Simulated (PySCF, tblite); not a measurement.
# C₇H₁₁FSi: geometry, infrared bands and NMR shifts

Aim: predict the infrared bands and NMR shifts of C₇H₁₁FSi (`C#CCC[Si]1(F)CCC1`).

Programs: tblite 0.8.0 and PySCF 2.14.0, with density-fitted response routines of our own. Each step states its level of theory. These are calculated values for one molecule in the gas phase, unless marked as measured. Atoms count from 0, in the outputs and in this text.

### 1 The starting structure

20 atoms, charge 0, multiplicity 1; geometry from: force field or distance geometry start.

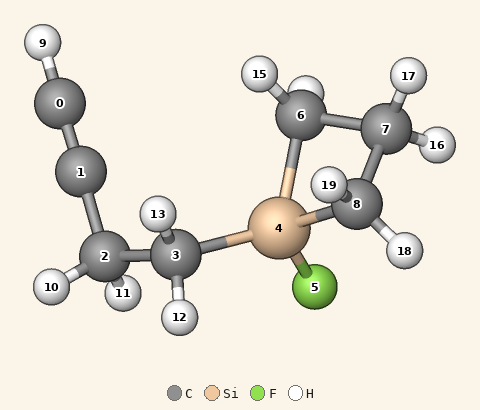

The starting geometry (carbon grey, silicon light orange, fluorine green, hydrogen white), atoms numbered.

### 2 Relaxing the molecule with GFN2-xTB

The job: settings as JSON, then the geometry in Å.

```
{"job": {"kind": "relax", "xc": "GFN2-xTB", "basis": "xTB"}, "charge": 0, "multiplicity": 1}
C      2.892400     1.432300     1.149200
C      2.580800     0.334500     0.777400
C      2.231000    -1.030500     0.348700
C      1.007000    -1.021200    -0.595600
Si    -0.618900    -0.707600     0.171500
F     -1.047800    -1.730500     1.301200
C     -1.039500     1.072100     0.539500
C     -2.452000     0.811100    -0.057900
C     -1.995600    -0.333100    -1.033600
H      3.146200     2.413800     1.478800
H      3.073700    -1.456300    -0.195300
H      2.044600    -1.673200     1.218500
H      0.960500    -2.016000    -1.051200
H      1.189500    -0.319700    -1.408000
H     -1.043100     1.370400     1.597900
H     -0.451300     1.794100    -0.013700
H     -3.197900     0.478500     0.685500
H     -2.900000     1.670600    -0.565100
H     -2.739000    -1.116100    -1.190400
H     -1.645600     0.037500    -1.998900
```

Launch:

```console
OMP_NUM_THREADS=1 python probes_run.py task.json out
```

This one command runs all jobs of the session in turn.

**Question.** This job is followed by: GFN2-xTB harmonic vibrations, gas phase; GIAO PBE0/pcSseg-1 NMR shielding, non-relativistic, gas phase. What will the session give for the following? strongest single infrared mode (GFN2-xTB); zero-point energy (GFN2-xTB); 13C shifts against TMS (PBE0/pcSseg-1, means over atoms taken as alike); 1H shifts against TMS (PBE0/pcSseg-1, means over atoms taken as alike); 29Si shifts against TMS (PBE0/pcSseg-1); 19F shifts against CFCl3 (PBE0/pcSseg-1).

**Answer**, as computed:

```
                                                               quantity                                         value
                              strongest single infrared mode (GFN2-xTB)                          779 cm⁻¹, 169 km/mol
                                           zero-point energy (GFN2-xTB)                                 99.8 kcal/mol
13C shifts against TMS (PBE0/pcSseg-1, means over atoms taken as alike)        89.8, 77.4, 27.5, 19.8, 16.1, 14.4 ppm
 1H shifts against TMS (PBE0/pcSseg-1, means over atoms taken as alike)  2.65, 2.02, 1.99, 1.94, 1.82, 1.40, 0.97 ppm
                                29Si shifts against TMS (PBE0/pcSseg-1)                                      45.3 ppm
                               19F shifts against CFCl3 (PBE0/pcSseg-1)                                    -176.7 ppm
```

Relaxing lowered the energy by 0.422 eV in 111 steps; the close pair that moved most is C3–Si4, from 1.825 to 1.895 Å. No mode is imaginary among the 54: a minimum at this level. The strongest single mode, at 779 cm⁻¹, is spread over many atoms; the largest shares are those of Si4, F5. Unscaled tight-binding wavenumbers are off by several per cent, some by more. Its intensities can rank the bands wrongly. At PBE0/pcSseg-1: The widest tensor belongs to C1: span 299 ppm, with a paramagnetic part of -168 ppm.
